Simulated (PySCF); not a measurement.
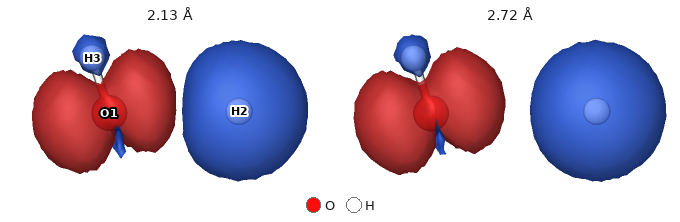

*H2O, SMILES `O`. Rigid stretch of the O1–H2 bond. Broken-symmetry UHF spin density at ±0.03 e/Å³ (blue: α, red: β).*

Method: cc-pVTZ basis; geometry: GFN2-xTB; program: PySCF. No frequency check shows the geometry to be a minimum.

### How does the broken-symmetry solution share the spin, and how far is it from a pure singlet?

At 2.72 Å excess α spin lies mostly on H2 and excess β on O1; the two could be swapped at no cost. ⟨S²⟩ is 0.95 at 2.13 Å and 1.00 at 2.72 Å, against 0 for a pure singlet and 1 for an equal mix of singlet and triplet.

### Where does the UHF solution part from RHF?

Between 1.31 Å (⟨S²⟩ = 0, the two coincide) and 1.50 Å (⟨S²⟩ = 0.47); at 2.72 Å ⟨S²⟩ is 1.00 and UHF lies 5.1 eV below RHF.

### How much energy does the stretch cost?

By CASSCF, 4.4 eV from the lowest point of the scan (0.97 Å) to 2.72 Å; RHF gives 8.9 eV from its own lowest point. The fragments aren't relaxed and dynamic correlation is missing, so this isn't a bond dissociation energy.
